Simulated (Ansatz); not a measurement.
## Ligand exchange: Ti(CH3)3F + CClF3 → Ti(CH3)2F2 + C2H3ClF2

Species: Ti(CH3)3F, singlet; CClF3 `FC(F)(F)Cl`, singlet; Ti(CH3)2F2, singlet; C2H3ClF2 (1-chloro-1,1-difluoroethane) `CC(F)(F)Cl`, singlet. The partners trade CH3 for F: Ti–CH3 and C–F bonds give way to Ti–F and C–CH3.

Shapes, held fixed at every level: PBE0-D4/def2-TZVP. Programs: Ansatz 0.2.0. The zero-point and thermal change to 298 K, harmonic and unscaled (PBE0-D4/def2-TZVP), is +8.9 kJ/mol.

```csv
level,kind,ΔH(298 K) (kJ/mol),less CCSD(T)/def2-TZVPP
HF/def2-SVP,Hartree–Fock,-234.1,+6.1
B3LYP-D4/def2-TZVPP,global hybrid,-241.1,-0.9
r2SCAN0-D4/def2-TZVPP,global hybrid,-236.1,+4.1
wB97M-V/def2-TZVPP,range-separated hybrid,-237.3,+2.9
wB97X-V/def2-TZVPP,range-separated hybrid,-242.3,-2.1
B2PLYP/def2-TZVPP,double hybrid,-245.1,-4.9
MP2/def2-TZVPP,perturbation theory,-243.6,-3.4
CCSD(T)/def2-TZVPP,coupled cluster or CI,-240.2,0.0
```

The highest level, CCSD(T)/def2-TZVPP, gives ΔH(298 K) = -240.2 kJ/mol; the levels span -245.1 to -234.1. The column of differences is taken from that level and isn't an error. No measured value is set beside it here. Outer-core shells of Ti are correlated in most correlated rows, in sets that cover them unevenly.

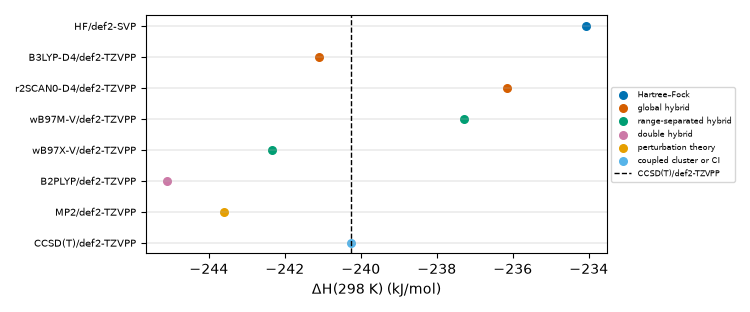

The values of the table, level by level.
